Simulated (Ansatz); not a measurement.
Given this structure, coordinates from a relaxation with Ansatz, DFT LDA, scalar-relativistic, plane waves, PAW, written in its standard cell:

```yaml
crystal:
  lattice:
    - [3.30606, 0.00000, 0.00000]
    - [0.00000, 10.16086, 0.00000]
    - [0.00000, 0.00000, 4.13835]
  atoms:
    - { symbol: P, position: [0.00000, 0.60647, 0.57141] }
    - { symbol: P, position: [0.50000, 0.89353, 0.42859] }
    - { symbol: P, position: [0.50000, 0.60647, 0.92859] }
    - { symbol: P, position: [0.00000, 0.89353, 0.07141] }
    - { symbol: P, position: [0.50000, 0.10647, 0.57141] }
    - { symbol: P, position: [0.00000, 0.39353, 0.42859] }
    - { symbol: P, position: [0.00000, 0.10647, 0.92859] }
    - { symbol: P, position: [0.50000, 0.39353, 0.07141] }
```

### Predict the [010] zone-axis pattern (200 kV, kinematic, B = 0.8 Å²).

The spots form a rectangular net whose two shortest vectors correspond to d = 2.07 Å and 1.65 Å, 90.0° apart. They are 0 0 2 and 2 0 0. The pattern has symmetry 2mm. The lattice centring (C) removes all reflections that break h + k = 2n; a glide plane extinguishes reflections such as 2 0 -1, 2 0 1, 2 0 -3; a screw axis and a glide plane both extinguish reflections such as 0 0 1, 0 0 3, 0 0 5.

Strongest reflections with d > 0.80 Å, one of each family (|F|² from tabulated Gaussian fits of the electron scattering factors, times a small damping for the curvature of the Ewald sphere):

| hkl | d (Å) | I (strongest = 100) |
| --- | --- | --- |
| 2 0 0 | 1.653 | 100 |
| 0 0 2 | 2.069 | 74 |
| 2 0 2 | 1.292 | 17 |
| 4 0 0 | 0.827 | 8 |
| 0 0 4 | 1.035 | 1 |
| 2 0 4 | 0.877 | 1 |

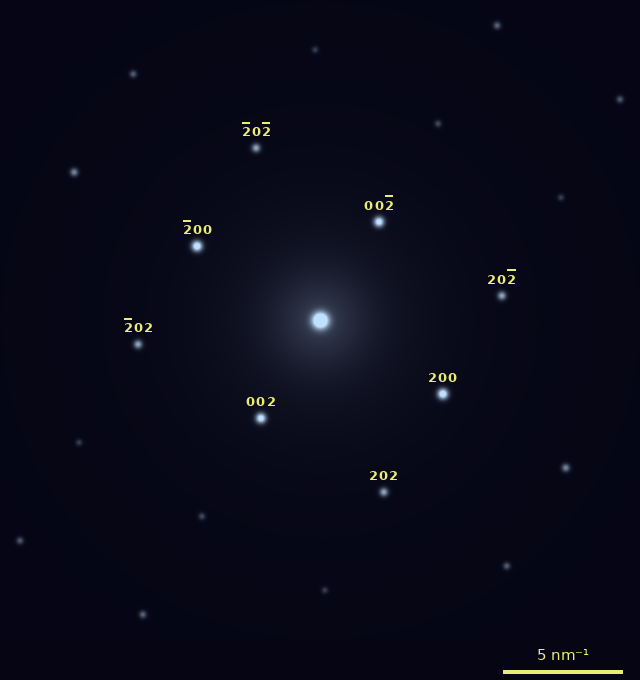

Calculated pattern, seen from the source side with [010] pointing towards the source.
